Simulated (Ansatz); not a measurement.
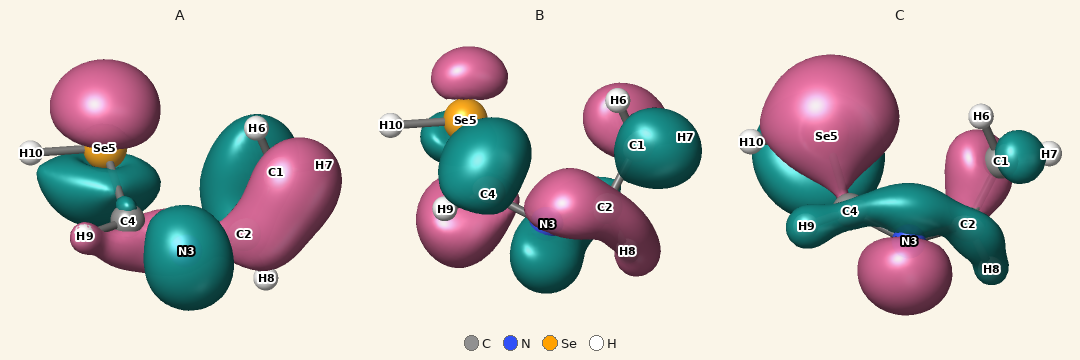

The picture shows: C$_{3}$H$_{5}$NSe. Three frontier orbitals at ±0.1 Å⁻³ᐟ² (teal and pink are the two phases), in no order.

The calculation used Ansatz, RKS PBE0/def2-SVP.

The calculation's input:

```
crystal:
  periodic: [false, false, false]
  atoms:
    - { symbol: C, position_ang: [0.4028, -1.3076, 0.9588] }
    - { symbol: C, position_ang: [-0.4436, -1.1012, -0.1104] }
    - { symbol: "N", position_ang: [-1.2054, 0.1159, -0.3483] }
    - { symbol: C, position_ang: [-0.6202, 1.3344, -0.3102] }
    - { symbol: Se, position_ang: [1.1866, 1.717, -0.1543] }
    - { symbol: H, position_ang: [0.4993, -0.4543, 1.6677] }
    - { symbol: H, position_ang: [0.8691, -2.212, 1.1174] }
    - { symbol: H, position_ang: [-0.6036, -1.934, -0.7511] }
    - { symbol: H, position_ang: [-1.3634, 2.1703, -0.431] }
    - { symbol: H, position_ang: [1.3614, 1.6203, -1.6358] }
basis:
  gaussian: { orbitals: def2-SVP }
hamiltonian:
  xc: pbe0
relax:
  f_tol: 0.02
  max_steps: 50
output:
  orbitals: {}
```

Launched as:

```sh
ansatz run input.yaml --threads 2 --pin off --max-ram 3072MiB --backend cpu --events-out ev --progress --plain --runs-dir out
```

The fields are those of the relaxed geometry.

Order the three orbitals by energy and name them.

Answer. C is the HOMO−1 (−7.08 eV). Its weight (Hirshfeld) is mainly on Se5 (about 55 %), N3 (about 20 %), C1 (about 5 %) and C4 (about 5 %). A is the HOMO (−6.62 eV). It lies mainly on Se5 (about 30 %), N3 (about 25 %), C1 (about 25 %) and C2 (about 15 %). B is the LUMO (−0.79 eV). Its weight (Hirshfeld) is mainly on C4 (about 30 %), N3 (about 25 %), C1 (about 15 %), Se5 (about 10 %) and C2 (about 10 %).

What is the HOMO–LUMO gap?

Answer. 5.83 eV between the orbital energies.
